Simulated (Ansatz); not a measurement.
# SiHF (triplet): one geometry, many settings

Aim: run SiHF (triplet) at one geometry under a spread of methods and options, and see what each costs and gives.

Computed with Ansatz 0.2.0, Gaussian basis. Level: the settings change from run to run.

37 further runs of the same task are left out: 14 for a known fault of the program, 12 that didn't finish, 11 set aside as unsound or not needed.

## (1) What is computed

The geometry is a PBE0/def2-TZVP stationary point (not a proven minimum).

3 atoms, charge 0, spin multiplicity 3.

Atoms are counted from 1 here; the program's logs count them from 0.

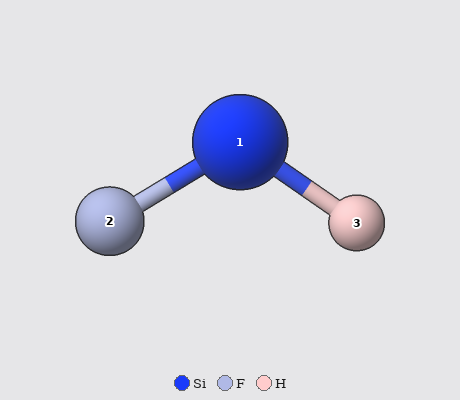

The structure; silicon blue, fluorine light blue, hydrogen pink; atoms are numbered from 1 in the order of the file.

## (2) CCSDT on UHF/STO-3G

File in.yaml:

```yaml
crystal:
  periodic: [false, false, false]
  atoms:
    - {symbol: Si, position_ang: [0.000000, -0.099697, 0.614355]}
    - {symbol: F, position_ang: [0.000000, 0.084478, -0.981128]}
    - {symbol: H, position_ang: [0.000000, 1.185681, 1.374490]}
basis:
  gaussian: {orbitals: STO-3G, fitting: {mean_field: def2-universal-jkfit}}
magnetization: {spin_polarized: true, initial_magnetization: 2}
correlation: {method: ccsdt, electrons: all}
output: {forces: true}
```

On the command line:

```
> ansatz run in.yaml --threads 1 --pin off --events-out ev --progress --plain --max-ram 2393MiB
```

Output (excerpt; [...] marks lines left out):

```text
Functional definition: HF
  name "HF"
  cite "Fock, Z. Phys. 61, 126 (1930) doi:10.1007/BF01340294"
  parent pbe
[...]
223 factors; integrals over basis functions are off by at most 7.5e-3 eV
[...]
mean field -10452.17658905 eV, -384.1104049077 hartree, gradient 1.4e-6 eV, S^2 2.003115; 0 other end points of the search recorded, 0 dependent functions left out
reference -10452.17658905 eV, -384.1104049077 hartree; 13, 11 occupied and 2, 4 virtual orbitals, 223 factors
second order -1.07093161 eV of doubles, -0.00000000 eV of singles
cycle   1  -1.27344900 eV  change   -2.0e-1 eV  update   7.1e-2
[...]
cycle  15  -1.56336716 eV  change    1.1e-7 eV  update   1.7e-6
[...]
Total energy: -10453.73995621 eV, -384.1678575912 hartree
Atom 0 at     0.000000    -0.099697     0.614355 Å, force    -0.000000     0.086559     2.876718 eV/Å
Atom 1 at     0.000000     0.084478    -0.981128 Å, force     0.000000     0.380972    -2.483146 eV/Å
Atom 2 at     0.000000     1.185681     1.374490 Å, force     0.000000    -0.467531    -0.393572 eV/Å
Dipole moment:     0.000000    -0.147401     0.153274 e Å
```

Wall time 1.2 s (1 thread of Arm Neoverse V2, shared host).

From the report: ⟨S²⟩ of the determinant 2.003 (pure triplet: 2.00); correlation -1.5634 eV; T1 0.013; largest double amplitude 0.06.

## (3) CCSD on UHF/cc-pVDZ

File in.yaml:

```yaml
crystal:
  periodic: [false, false, false]
  atoms:
    - {symbol: Si, position_ang: [0.000000, -0.099697, 0.614355]}
    - {symbol: F, position_ang: [0.000000, 0.084478, -0.981128]}
    - {symbol: H, position_ang: [0.000000, 1.185681, 1.374490]}
basis:
  gaussian: {orbitals: cc-pVDZ}
magnetization: {spin_polarized: true, initial_magnetization: 2}
correlation: {method: ccsd, electrons: outside_noble_gas, diis_vectors: 2}
accuracy: high
scf: {omitted_lower_state_checks: [cluster_reference]}
```

Same command.

Output (excerpt; [...] marks lines left out):

```text
Functional definition: HF
  name "HF"
  cite "Fock, Z. Phys. 61, 126 (1930) doi:10.1007/BF01340294"
  parent pbe
[...]
719 factors; integrals over basis functions are off by at most 3.1e-9 eV
[...]
mean field -10582.81803428 eV, -388.9113894681 hartree, gradient 2.0e-8 eV, S^2 2.004600; 0 other end points of the search recorded, 0 dependent functions left out
6 core orbitals not correlated: weight in the atoms' cores, before any rotation towards them, 1.000 or more for the frozen orbitals, at most 0.000 for the correlated occupied ones
reference -10582.81803428 eV, -388.9113894681 hartree; 7, 5 occupied and 24, 26 virtual orbitals, 719 factors
second order -6.81311876 eV of doubles, -0.00000000 eV of singles
cycle   1  -6.96376651 eV  change   -1.5e-1 eV  update   7.2e-2
[...]
cycle  29  -7.23232694 eV  change  -2.7e-10 eV  update  4.8e-10
Total energy: -10590.05036122 eV, -389.1771725810 hartree
Checks for a lower state left out: cluster_reference
```

Wall time 0.96 s (1 thread of Arm Neoverse V2, shared host).

From the report: ⟨S²⟩ of the determinant 2.005 (pure triplet: 2.00); correlation -7.2323 eV; T1 0.018; largest double amplitude 0.04.

## (4) FCI/STO-3G

File in.yaml:

```yaml
crystal:
  periodic: [false, false, false]
  atoms:
    - {symbol: Si, position_ang: [0.000000, -0.099697, 0.614355]}
    - {symbol: F, position_ang: [0.000000, 0.084478, -0.981128]}
    - {symbol: H, position_ang: [0.000000, 1.185681, 1.374490]}
basis:
  gaussian: {orbitals: STO-3G}
magnetization: {spin_polarized: false, initial_magnetization: 2}
correlation: {method: fci, electrons: outside_noble_gas}
```

Same command.

Output:

```text
Functional definition: HF
  name "HF"
  cite "Fock, Z. Phys. 61, 126 (1930) doi:10.1007/BF01340294"
  parent pbe
  exchange = exact_x
  correlation = 0
244 factors; integrals over basis functions are off by at most 3.3e-8 eV
mean field evaluation 1: about -10450.8225 eV, gradient 1.3e1 eV
mean field evaluation 2: about -10450.8565 eV, gradient 1.3e1 eV
mean field evaluation 4: about -10452.0946 eV, gradient 2.0e0 eV
mean field evaluation 8: about -10452.1507 eV, gradient 2.6e-2 eV
mean field -10452.15073810 eV, -384.1094549029 hartree, gradient 2.0e-6 eV, S^2 2.000000; 0 other end points of the search recorded, 0 dependent functions left out
mean field evaluation 16: about -10451.9482 eV, gradient 2.9e0 eV
6 core orbitals not correlated: weight in the atoms' cores, before any rotation towards them, 1.000 or more for the frozen orbitals, at most 0.000 for the correlated occupied ones
reference -10452.15073810 eV, -384.1094549029 hartree; 7, 5 occupied and 2, 4 virtual orbitals, 244 factors
state -10453.67373059 eV, -384.1654238447 hartree
Total energy: -10453.67373059 eV, -384.1654238447 hartree
```

Run time: 0.24 s. Hardware: 1 thread of Arm Neoverse V2, shared host.

From the report: 3,528 determinants, symmetry A''.

## (5) CCSD/cc-pVDZ

File in.yaml:

```yaml
crystal:
  periodic: [false, false, false]
  atoms:
    - {symbol: Si, position_ang: [0.000000, -0.099697, 0.614355]}
    - {symbol: F, position_ang: [0.000000, 0.084478, -0.981128]}
    - {symbol: H, position_ang: [0.000000, 1.185681, 1.374490]}
basis:
  gaussian: {orbitals: cc-pVDZ, point_charges: [{charge: -1.00, position_ang: [4.023, -0.128, 0.418]}]}
magnetization: {spin_polarized: true, initial_magnetization: 2}
hamiltonian: {xc: {name: B3LYP}}
correlation: {method: ccsd, electrons: all}
scf: {lower_state_search: off}
```

The command is unchanged.

Output (excerpt; [...] marks lines left out):

```text
Functional definition: B3LYP
  name "B3LYP"
  cite "Stephens, Devlin, Chabalowski & Frisch, J. Phys. Chem. 98, 11623 (1994) doi:10.1021/j100096a001"
  cite "Becke, Phys. Rev. A 38, 3098 (1988) doi:10.1103/PhysRevA.38.3098"
  cite "Lee, Yang & Parr, Phys. Rev. B 37, 785 (1988) doi:10.1103/PhysRevB.37.785"
  cite "Vosko, Wilk & Nusair, Can. J. Phys. 58, 1200 (1980) doi:10.1139/p80-159"
[...]
357 factors; integrals over basis functions are off by at most 1.0e-3 eV
[...]
mean field -10609.25696894 eV, -389.8830023959 hartree, gradient 6.9e-6 eV, S^2 2.001987; 0 other end points of the search recorded, 0 dependent functions left out
reference -10582.46162083 eV, -388.8982915155 hartree; 13, 11 occupied and 24, 26 virtual orbitals, 357 factors
second order -7.43367666 eV of doubles, -0.32055771 eV of singles
cycle   1  -7.55703200 eV  change    1.9e-1 eV  update   8.1e-2
[...]
cycle  10  -7.83656868 eV  change    3.1e-6 eV  update   8.3e-6
Total energy: -10590.29818952 eV, -389.1862801028 hartree
Checks for a lower state left out: stability, starts, cluster_reference, orbital_swaps, neighbouring_geometries, increment
```

Wall time 1.2 s (1 thread of Arm Neoverse V2, shared host).

From the report: ⟨S²⟩ of the determinant 2.002 (pure triplet: 2.00); correlation -7.8366 eV; T1 0.012; largest double amplitude 0.04. The orbitals are Kohn-Sham ones, so correlation energy and T1 don't compare with those on Hartree-Fock orbitals.

## (6) BCCD(T) on ROHF/cc-pVDZ

File in.yaml:

```yaml
crystal:
  periodic: [false, false, false]
  atoms:
    - {symbol: Si, position_ang: [0.000000, -0.099697, 0.614355]}
    - {symbol: F, position_ang: [0.000000, 0.084478, -0.981128]}
    - {symbol: H, position_ang: [0.000000, 1.185681, 1.374490]}
basis:
  gaussian: {orbitals: cc-pVDZ}
magnetization: {spin_polarized: false, initial_magnetization: 2}
correlation: {method: bccd_t, electrons: outside_noble_gas}
scf: {lower_state_search: off}
```

The command is unchanged.

Output (excerpt; [...] marks lines left out):

```text
Functional definition: HF
  name "HF"
  cite "Fock, Z. Phys. 61, 126 (1930) doi:10.1007/BF01340294"
  parent pbe
[...]
357 factors; integrals over basis functions are off by at most 1.0e-3 eV
[...]
mean field -10582.77056689 eV, -388.9096450735 hartree, gradient 1.6e-6 eV, S^2 2.000000; 0 other end points of the search recorded, 0 dependent functions left out
6 core orbitals not correlated: weight in the atoms' cores, before any rotation towards them, 1.000 or more for the frozen orbitals, at most 0.000 for the correlated occupied ones
reference -10582.77056689 eV, -388.9096450735 hartree; 7, 5 occupied and 24, 26 virtual orbitals, 357 factors
second order -6.82352968 eV of doubles, -0.02910111 eV of singles
cycle   1  -7.01070947 eV  change   -1.6e-1 eV  update   7.3e-2
[...]
cycle  11  -7.25908395 eV  change   -7.9e-6 eV  update   9.1e-6
perturbative correction -0.15287959 eV, -0.0056182213 hartree
Total energy: -10590.18253042 eV, -389.1820297095 hartree
Checks for a lower state left out: stability, starts, cluster_reference, orbital_swaps, neighbouring_geometries, increment
```

Run time: 0.69 s. Hardware: 1 thread of Arm Neoverse V2, shared host.

From the report: correlation -7.4120 eV; largest double amplitude 0.04.

## (7) CCSD(T)/cc-pVDZ

File in.yaml:

```yaml
crystal:
  periodic: [false, false, false]
  atoms:
    - {symbol: Si, position_ang: [0.000000, -0.099697, 0.614355]}
    - {symbol: F, position_ang: [0.000000, 0.084478, -0.981128]}
    - {symbol: H, position_ang: [0.000000, 1.185681, 1.374490]}
basis:
  gaussian: {orbitals: cc-pVDZ}
magnetization: {spin_polarized: true, initial_magnetization: 2}
hamiltonian: {xc: {name: PBE0}}
correlation: {method: ccsd_t, electrons: outside_noble_gas}
scf: {lower_state_search: full}
```

Same command.

Output (excerpt; [...] marks lines left out):

```text
Functional definition: PBE0
  name "PBE0"
  cite "Adamo & Barone, J. Chem. Phys. 110, 6158 (1999) doi:10.1063/1.478522"
  cite "Perdew, Burke & Ernzerhof, Phys. Rev. Lett. 77, 3865 (1996) doi:10.1103/PhysRevLett.77.3865"
  parent pbe
[...]
357 factors; integrals over basis functions are off by at most 1.0e-3 eV
[...]
mean field -10602.83984281 eV, -389.6471773605 hartree, gradient 5.4e-6 eV, S^2 2.002175; 2 other end points of the search recorded, 0 dependent functions left out
6 core orbitals not correlated: weight in the atoms' cores, before any rotation towards them, 1.000 or more for the frozen orbitals, at most 0.000 for the correlated occupied ones
reference -10582.46510781 eV, -388.8984196596 hartree; 7, 5 occupied and 24, 26 virtual orbitals, 357 factors
second order -7.17208864 eV of doubles, -0.22998025 eV of singles
cycle   1  -7.23905995 eV  change    1.5e-1 eV  update   8.3e-2
[...]
cycle  10  -7.51396582 eV  change    5.1e-6 eV  update   8.7e-6
perturbative correction -0.16203676 eV, -0.0059547410 hartree
Total energy: -10590.14111038 eV, -389.1805075511 hartree
```

Run time: 1.8 s. Hardware: 1 thread of Arm Neoverse V2, shared host.

From the report: ⟨S²⟩ of the determinant 2.002 (pure triplet: 2.00); correlation -7.6760 eV; T1 0.012; largest double amplitude 0.04. The orbitals are Kohn-Sham ones, so correlation energy and T1 don't compare with those on Hartree-Fock orbitals.

## (8) CCSDT/cc-pVDZ

in.yaml: that of step 7 with these lines changed.

```diff
@@ -9,4 +9,3 @@
 magnetization: {spin_polarized: true, initial_magnetization: 2}
-hamiltonian: {xc: {name: PBE0}}
-correlation: {method: ccsd_t, electrons: outside_noble_gas}
-scf: {lower_state_search: full}
+hamiltonian: {xc: {name: B3LYP}}
+correlation: {method: ccsdt, electrons: valence}
```

Same command.

Output (excerpt; [...] marks lines left out):

```text
Functional definition: B3LYP
  name "B3LYP"
  cite "Stephens, Devlin, Chabalowski & Frisch, J. Phys. Chem. 98, 11623 (1994) doi:10.1021/j100096a001"
  cite "Becke, Phys. Rev. A 38, 3098 (1988) doi:10.1103/PhysRevA.38.3098"
  cite "Lee, Yang & Parr, Phys. Rev. B 37, 785 (1988) doi:10.1103/PhysRevB.37.785"
  cite "Vosko, Wilk & Nusair, Can. J. Phys. 58, 1200 (1980) doi:10.1139/p80-159"
[...]
655 factors; integrals over basis functions are off by at most 1.6e-7 eV
[...]
mean field -10609.21165237 eV, -389.8813370426 hartree, gradient 6.3e-6 eV, S^2 2.002080; 0 other end points of the search recorded, 0 dependent functions left out
6 core orbitals not correlated: weight in the atoms' cores, before any rotation towards them, 1.000 or more for the frozen orbitals, at most 0.000 for the correlated occupied ones
reference -10582.38035717 eV, -388.8953051311 hartree; 7, 5 occupied and 24, 26 virtual orbitals, 655 factors
second order -7.21488318 eV of doubles, -0.27012492 eV of singles
cycle   1  -7.29925212 eV  change    1.8e-1 eV  update   9.1e-2
[...]
cycle  15  -7.75380925 eV  change    1.3e-6 eV  update   1.1e-6
Total energy: -10590.13416642 eV, -389.1802523652 hartree
```

Wall time 4.3 s (1 thread of Arm Neoverse V2, shared host).

From the report: ⟨S²⟩ of the determinant 2.002 (pure triplet: 2.00); correlation -7.7538 eV; T1 0.015; largest double amplitude 0.05. The orbitals are Kohn-Sham ones, so correlation energy and T1 don't compare with those on Hartree-Fock orbitals.

## (9) CASSCF(10,6)/6-31G

File in.yaml:

```yaml
crystal:
  periodic: [false, false, false]
  atoms:
    - {symbol: Si, position_ang: [0.000000, -0.099697, 0.614355]}
    - {symbol: F, position_ang: [0.000000, 0.084478, -0.981128]}
    - {symbol: H, position_ang: [0.000000, 1.185681, 1.374490]}
basis:
  gaussian: {orbitals: 6-31G}
magnetization: {spin_polarized: false, initial_magnetization: 2}
correlation: {active_space: {window: {electrons: 10, orbitals: 6}}}
```

The command is unchanged.

Output:

```text
Functional definition: HF
  name "HF"
  cite "Fock, Z. Phys. 61, 126 (1930) doi:10.1007/BF01340294"
  parent pbe
  exchange = exact_x
  correlation = 0
247 factors; integrals over basis functions are off by at most 2.0e-4 eV
mean field evaluation 1: about -10579.0739 eV, gradient 2.3e1 eV
mean field evaluation 2: about -10579.0778 eV, gradient 2.3e1 eV
mean field evaluation 4: about -10580.5505 eV, gradient 1.7e0 eV
mean field evaluation 8: about -10580.5913 eV, gradient 1.1e-1 eV
mean field -10580.59137992 eV, -388.8295614297 hartree, gradient 1.2e-6 eV, S^2 2.000000; 0 other end points of the search recorded, 0 dependent functions left out
reference -10580.59137992 eV, -388.8295614297 hartree; 13, 11 occupied and 11, 13 virtual orbitals, 247 factors
state -10580.60185834 eV, -388.8299465044 hartree
Total energy: -10580.60185834 eV, -388.8299465044 hartree
```

It took 0.63 s on 1 thread of Arm Neoverse V2, shared host.

From the report: 36 determinants; active occupations 2.00, 2.00, 2.00, 2.00, 1.00, 1.00.

## (10) CCSD(T)/6-31++G**

in.yaml: that of step 9 with these lines changed.

```diff
@@ -7,4 +7,7 @@
 basis:
-  gaussian: {orbitals: 6-31G}
+  gaussian: {orbitals: "6-31++G**"}
 magnetization: {spin_polarized: false, initial_magnetization: 2}
-correlation: {active_space: {window: {electrons: 10, orbitals: 6}}}
+hamiltonian: {xc: {name: PBE0}}
+correlation: {method: ccsd_t, electrons: outside_noble_gas}
+scf: {lower_state_search: off}
+output: {forces: true}
```

Same command.

Output (excerpt; [...] marks lines left out):

```text
Functional definition: PBE0
  name "PBE0"
  cite "Adamo & Barone, J. Chem. Phys. 110, 6158 (1999) doi:10.1063/1.478522"
  cite "Perdew, Burke & Ernzerhof, Phys. Rev. Lett. 77, 3865 (1996) doi:10.1103/PhysRevLett.77.3865"
  parent pbe
[...]
398 factors; integrals over basis functions are off by at most 1.2e-3 eV
[...]
mean field -10602.70924812 eV, -389.6423780939 hartree, gradient 2.8e-6 eV, S^2 2.000000; 0 other end points of the search recorded, 0 dependent functions left out
6 core orbitals not correlated: weight in the atoms' cores, before any rotation towards them, 1.000 or more for the frozen orbitals, at most 0.000 for the correlated occupied ones
reference -10582.29088741 eV, -388.8920171778 hartree; 7, 5 occupied and 35, 37 virtual orbitals, 398 factors
second order -6.84793501 eV of doubles, -0.26946180 eV of singles
cycle   1  -6.84664385 eV  change    2.6e-1 eV  update   8.9e-2
[...]
cycle  12  -7.13511016 eV  change   -3.0e-7 eV  update   1.6e-6
perturbative correction -0.18349805 eV, -0.0067434291 hartree
[...]
Total energy: -10589.60949562 eV, -389.1609710690 hartree
Atom 0 at     0.000000    -0.099697     0.614355 Å, force    -0.000000    -0.002506     1.278531 eV/Å
Atom 1 at     0.000000     0.084478    -0.981128 Å, force     0.000000     0.137031    -1.200967 eV/Å
Atom 2 at     0.000000     1.185681     1.374490 Å, force    -0.000000    -0.134526    -0.077565 eV/Å
Dipole moment:     0.000000    -0.049483     0.309146 e Å
Checks for a lower state left out: starts, cluster_reference, orbital_swaps, neighbouring_geometries, increment
```

Run time: 4.5 s. Hardware: 1 thread of Arm Neoverse V2, shared host.

From the report: correlation -7.3186 eV; T1 0.014; largest double amplitude 0.04. The orbitals are Kohn-Sham ones, so correlation energy and T1 don't compare with those on Hartree-Fock orbitals.

## (11) All runs side by side

Where basis and cores are those of an earlier UCCSDT(Q)/cc-pVDZ run (-10590.2108 eV), and the state is the same kind, the miss against it is given.

```tsv
level	correlated	functions	energy (eV)	from UCCSDT(Q) (meV)	time
CCSDT on UHF/STO-3G	all	15	-10453.7400		1.2 s
CCSD on UHF/cc-pVDZ	outside noble gas	37	-10590.0504	160.5	0.96 s
FCI/STO-3G	outside noble gas	15	-10453.6737		0.24 s
CCSD/cc-pVDZ (beside a point charge, on B3LYP orbitals)	all	37	-10590.2982		1.2 s
BCCD(T) on ROHF/cc-pVDZ	outside noble gas	37	-10590.1825	28.3	0.69 s
CCSD(T)/cc-pVDZ (on PBE0 orbitals)	outside noble gas	37	-10590.1411	69.7	1.8 s
CCSDT/cc-pVDZ (on B3LYP orbitals)	valence	37	-10590.1342	76.7	4.3 s
CASSCF(10,6)/6-31G		24	-10580.6019		0.63 s
CCSD(T)/6-31++G** (on PBE0 orbitals)	outside noble gas	48	-10589.6095		4.5 s
```

## (12) Results

| quantity | value |
| --- | --- |
| runs | 9 |
| quickest | FCI/STO-3G, 0.24 s |
| slowest | CCSD(T)/6-31++G** (on PBE0 orbitals), 4.5 s |

What this shows: Total energies in different bases, with other cores or another treatment of relativity can't be set against each other. CCSD(T)/6-31++G** (on PBE0 orbitals) took 19 times as long as FCI/STO-3G; the jobs differ in more than the method. Among the correlated runs with a miss given, it spans +28 to +160 meV. Cores frozen from Kohn-Sham orbitals shift the total energy.
